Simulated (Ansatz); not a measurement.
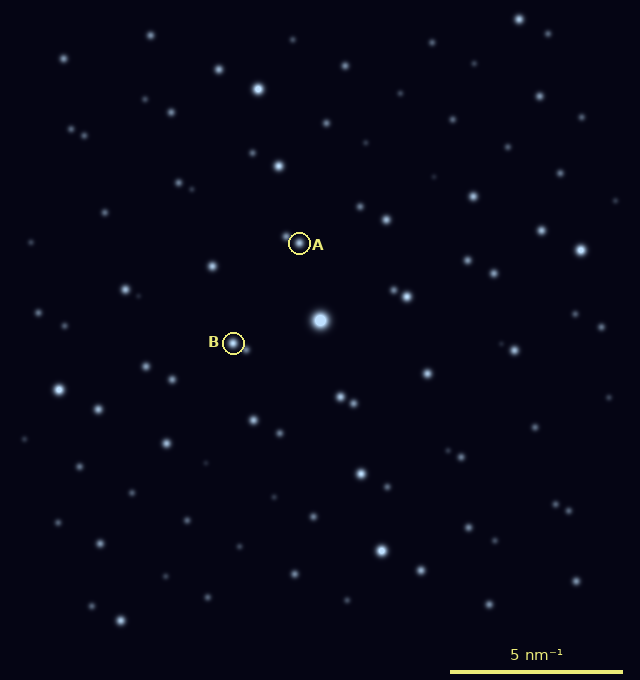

Kinematic zone-axis pattern, calculated for 300 keV electrons with B = 0.5 Å². Two individuals of a reflection twin are superposed (a geometric construction: whether this twin forms is not tested; the second individual is smaller and so fainter). Crystal: Li₄Hg₄Rh, space group I4/mmm (No. 139), a = 8.60 Å, c = 4.24 Å, zone axis [101]. Structure: the end point of a relaxation with DFT, PAW plane waves, r2scan (Ansatz); the starting structure was generated, so it need not be a known form of this composition.

```json
{"atom": "Li", "site": "8h", "symmetry": "m.2m", "x": "0.3459", "y": "0.3459", "z": "0.0000"}
{"atom": "Hg", "site": "8i", "symmetry": "m2m.", "x": "0.5000", "y": "0.8173", "z": "0.5000"}
{"atom": "Rh", "site": "2a", "symmetry": "4/mmm", "x": "0.0000", "y": "0.0000", "z": "0.0000"}
```

In the first individual spot A is 0 -2 0 and spot B is 1 0 -1.

Q: Find the twin plane.

A: (1-2-1). The spot positions of the combined pattern are mirror-symmetric about the row through 1 -2 -1 (d = 2.848 Å), which both individuals share, while a single individual has only symmetry 2mm without that mirror line. Friedel's law adds a mirror line at right angles, along which no low-index reflection lies.

Q: Which other reflections coincide?

A: Within the frame only the reflections of the common row coincide.
